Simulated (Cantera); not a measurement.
Charge: 1 mol HI, 9.6 mol H₂, 4 mol O₂, equilibrated at 710 Pa.

These are equilibrium values from Cantera (NASA tables, ideal gas, pure condensed phases), not measurements of a reactor. Candidate condensed phases: H₂O, I₂; 12 gas species. Kinetics and transport are ignored.

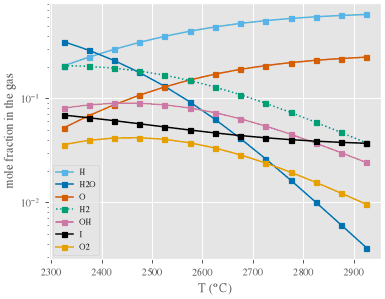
Fig. 1. Equilibrium gas composition (values under 1e-9 drawn at 1e-9)

Task: Read off the mole fractions at 2775 °C.

Result: H about 0.59, O about 0.22, H₂ about 0.073, OH about 0.045, I about 0.040, O₂ about 0.019, H₂O about 0.016.
